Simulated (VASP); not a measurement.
Shape and ions are relaxed at each volume.

Energy against volume of In (bct). All values below come from r2SCAN meta-GGA, VASP's PBE PAW potentials (set 64) (plane waves; VASP).

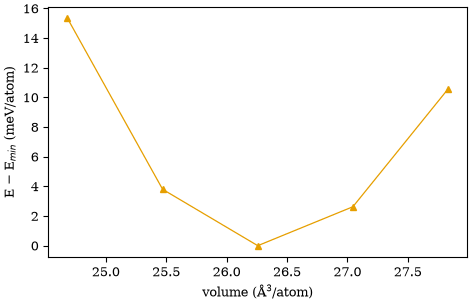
Energy against volume

Q: Estimate the equilibrium volume and the bulk modulus.

A: The minimum lies near 26.3 Å³/atom, and the curvature gives B0 of about 43 GPa.

Measured: bulk modulus 44.7 GPa at 0 K (computed value off by -3.9 %), as given by K. Lejaeghere et al., Critical reviews in solid state and materials sciences/CRC critical reviews in solid state and materials sciences (2013), arXiv:1204.2733 [extrapolated to 0 K and zero-point effects removed (source: thermally corrected experimental values)].

The compound is In in the bct structure. It was relaxed first.
